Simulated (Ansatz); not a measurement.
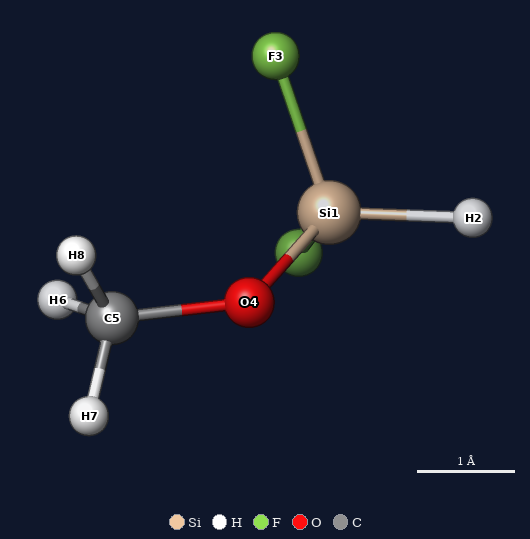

**Figure 1.** The starting structure (ball-and-stick view, seen at a tilt; atoms are numbered from 1 in the order of the input). Bond lengths as drawn: C–H 1.08 to 1.11 Å, C–O 1.44 Å, F–Si 1.67 to 1.72 Å, H–Si 1.50 Å and O–Si 1.68 Å.

Molecular dynamics, with input and output: CH₄F₂OSi

The run: molecular dynamics of CH₄F₂OSi. Method and program: RKS PBE0/6-31G (Ansatz 0.2.0).

One setting was made poor on purpose. It belongs to a series of runs on one base structure; here: an input spoilt on purpose.

## Input file
```yaml
crystal:
  periodic: [false, false, false]
  atoms:
    - { symbol: Si, position_ang: [0.053062, -0.301228, -0.084365] }
    - { symbol: H, position_ang: [1.177239, -0.380592, 0.900083] }
    - { symbol: F, position_ang: [0.647105, -0.545563, -1.682233] }
    - { symbol: O, position_ang: [-0.73564, 1.181147, -0.068208] }
    - { symbol: C, position_ang: [-1.845279, 1.585101, -0.884231] }
    - { symbol: H, position_ang: [-2.451205, 0.777355, -1.279072] }
    - { symbol: H, position_ang: [-2.503537, 2.259547, -0.322756] }
    - { symbol: H, position_ang: [-1.470326, 2.212878, -1.71567] }
    - { symbol: F, position_ang: [-0.948302, -1.603226, 0.226644] }
basis:
  gaussian: { orbitals: "6-31G" }
hamiltonian:
  xc: pbe0
md:
  timestep: 3.0
  n_steps: 25
  ensemble: nvt_langevin
  temperature: 700.0
  initial_velocities: maxwell_boltzmann
  seed: 420207
  friction: 0.05
  temperature_schedule: [{ n_steps: 500, end_temperature: 100.0 }]
```

Machine: 1 thread of Intel Xeon (Sapphire Rapids), 32 GiB of memory available, shared host.

Command:
```bash
ansatz run input.yaml --threads 1 --pin off --max-ram 2048MiB --backend cpu --events-out ev --progress --plain --runs-dir out
```

## Output
```
Error: invalid value for `md.temperature_schedule`: takes 500 steps (the sum of its n_steps), more than the run's md.n_steps: 25 — raise that, or shorten the schedule
```

## What the run reported

```tsv
quantity	value
outcome	refused by the program
```

The program refused the input: “invalid value for `md.temperature_schedule`: takes 500 steps (the sum of its n_steps), more than the run's md.n_steps: 25 — raise that, or shorten the schedule” A deliberately poor setting: bad input.
